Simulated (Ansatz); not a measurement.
The figure comes from a scan of PtPb (NiAs type): volume and axial ratio are varied about the relaxed values (subscript 0). Level of theory: r2SCAN (plane waves to 500 eV, PAW, scalar-relativistic; Ansatz, a first-principles code). k mesh 12×12×9 (Γ-centred), Fermi-Dirac smearing 0.05 eV. Energies are smeared free energies. With partly filled bands, the response to shear is sensitive to the k mesh, so small differences along c/a are uncertain. PtPb is run without spin polarisation. PtPb was relaxed with its symmetry unable to fall. Spin-orbit coupling is left out, though Pb and Pt are heavy. ΔE is measured from the relaxed starting cell.

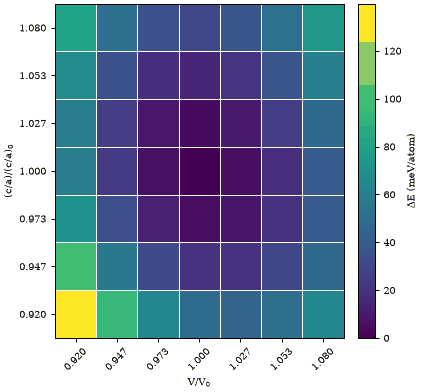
*ΔE (meV/atom), one tile a computed point.*

Question: List the plotted points as numbers.

Answer: To the nearest 20:

ΔE (meV/atom), with V/V₀ across and (c/a)/(c/a)₀ down:

```
(c/a)/(c/a)₀ \ V/V₀  0.920  0.947  0.973  1.000  1.027  1.053  1.080
-------------------  -----  -----  -----  -----  -----  -----  -----
0.920                  140    100     60     40     40     60     60
0.947                  100     60     40     20     20     20     40
0.973                   80     40     20      0      0     20     40
1.000                   60     20      0      0      0     20     40
1.027                   60     20      0      0     20     20     40
1.053                   60     40     20     20     20     40     60
1.080                   80     60     40     40     40     60     80
```

(Under strain, the slope of the energy per volume gives the stress and its curvature an elastic modulus.)
